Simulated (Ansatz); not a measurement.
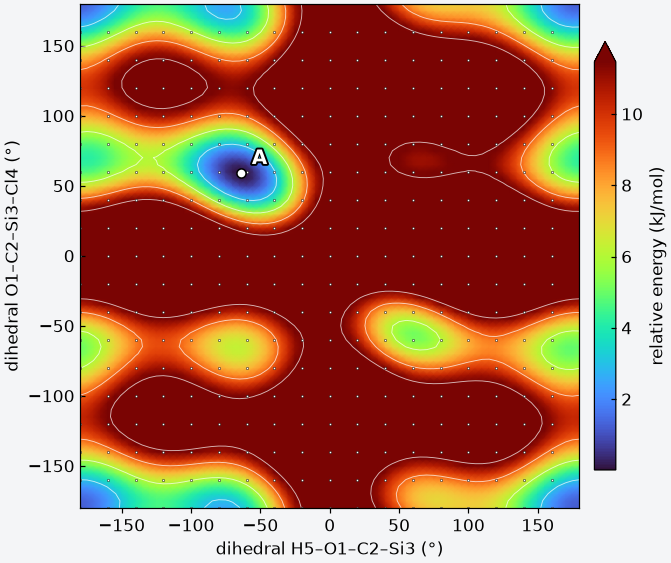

CH₅ClOSi, SMILES OC[SiH2]Cl. 
- Coordinates scanned: (1) dihedral H5–O1–C2–Si3; (2) dihedral O1–C2–Si3–Cl4.
- Nothing is relaxed (all other coordinates rigid).
- The grid has 18 × 18 points.
- Points are written as (first, second).
- All energies are given in kJ/mol relative to the relaxed molecule at the same level.
- Level of theory: RHF/def2-TZVP (Ansatz).

The picture shows a smooth colour map with a few white contour lines, dots at the grid points, one colour for all values above the top of the scale, the well A. Between grid points the surface is interpolated.

Q: Estimate the position of the minimum and the force constants in these coordinates. Take the well at A.

A: The interpolated minimum is at dihedral H5–O1–C2–Si3 ≈ −64°, dihedral O1–C2–Si3–Cl4 ≈ 59°. The curvatures there are about 0.32 eV/rad² and 0.61 eV/rad², with a cross term of about 0.13 eV/rad². Round the minimum the valley is somewhat tilted: raising dihedral H5–O1–C2–Si3 shifts the best value of dihedral O1–C2–Si3–Cl4 downwards (coupling k₁₂/√(k₁₁k₂₂) about 0.3). (1 eV is 96.5 kJ/mol.)
